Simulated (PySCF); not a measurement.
# C4H6BrN3: the cost of one run

Computed with PySCF 2.14.0 and routines of our own; the level stands in each step. Atoms count from 0.

### Step 1. The starting structure

14 atoms, charge 0, multiplicity 1; geometry from: GFN2-xTB.

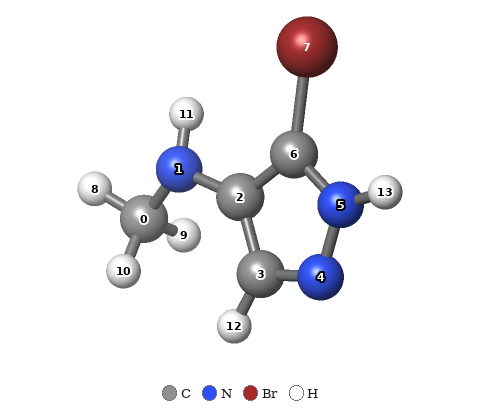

The starting geometry (carbon grey, nitrogen blue, bromine red, hydrogen white).

### Step 2. Relaxing the molecule at PBE0-D3(BJ)/def2-SVP

What the job is given:

```
{"job": {"xc": "PBE0", "basis": "def2-SVP", "d3": "d3bj", "grid": 1, "kind": "geom"}, "charge": 0, "multiplicity": 1}
C      2.137400    -0.464943    -0.166199
N      1.128826     0.407182     0.389062
C     -0.190831     0.193318     0.057048
C     -0.742234    -0.442881    -1.075893
N     -2.060701    -0.368052    -1.081549
N     -2.403288     0.294851     0.010905
C     -1.309805     0.652003     0.733970
Br    -1.447153     1.601884     2.347051
H      3.116200    -0.109342     0.149731
H      2.023248    -1.511810     0.144010
H      2.085710    -0.417424    -1.253247
H      1.262865     0.623411     1.368338
H     -0.232368    -0.943923    -1.872273
H     -3.368548     0.485254     0.226879
```

Launch:

```
$ OMP_NUM_THREADS=1 python excited_run.py task.json out
```

This one command runs all jobs of the session in turn.

Q: Estimate the wall time and peak memory of this first job on 1 thread of Arm Neoverse N1, shared host.

About 2.1 min, with a peak of 0.76 GiB.
